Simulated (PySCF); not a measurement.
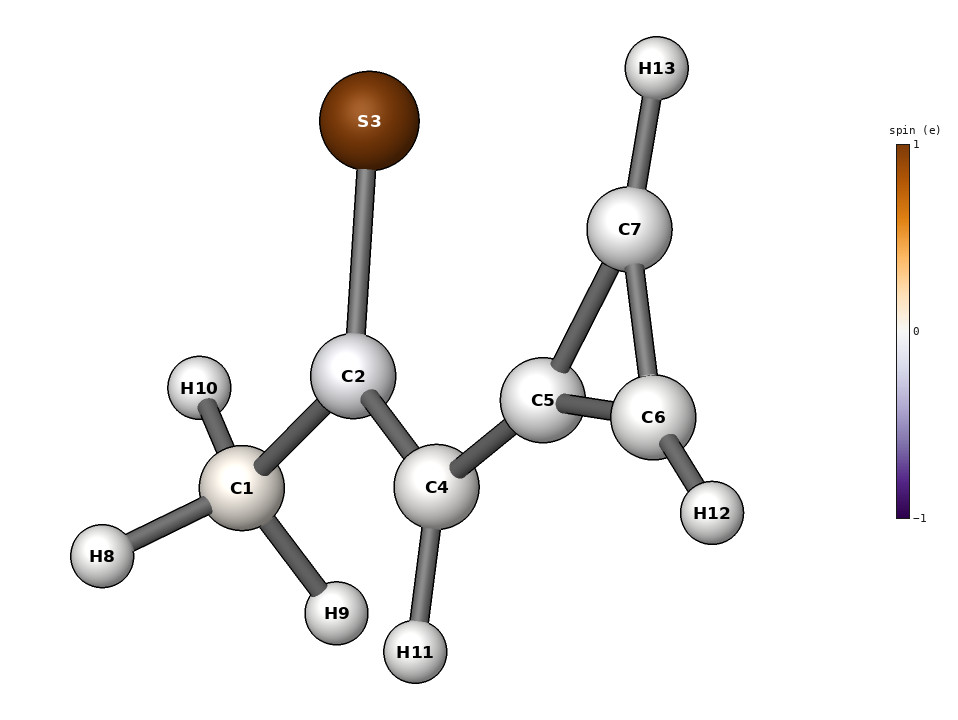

Atoms are coloured by their Mulliken spin populations. State: charge +1, doublet. The computed structure is the end point of a GFN2-xTB optimisation. No frequency run is at hand to confirm it as a minimum. Level of theory: UKS B3LYP, pcH-1 on C H S, non-relativistic (PySCF 2.14.0).

List the Mulliken spin populations.

```tsv
atom	value (e)
C1	0.04
C2	−0.04
S3	0.99
C4	0.01
C5	−0.01
C6	0.00
C7	0.00
H8	0.00
H9	0.00
H10	0.00
H11	0.00
H12	0.00
H13	0.00
```

The run warned: orbitally degenerate or nearly so: second-order g, spin-orbit hyperfine and D do not apply.

Mulliken values depend strongly on the basis set.
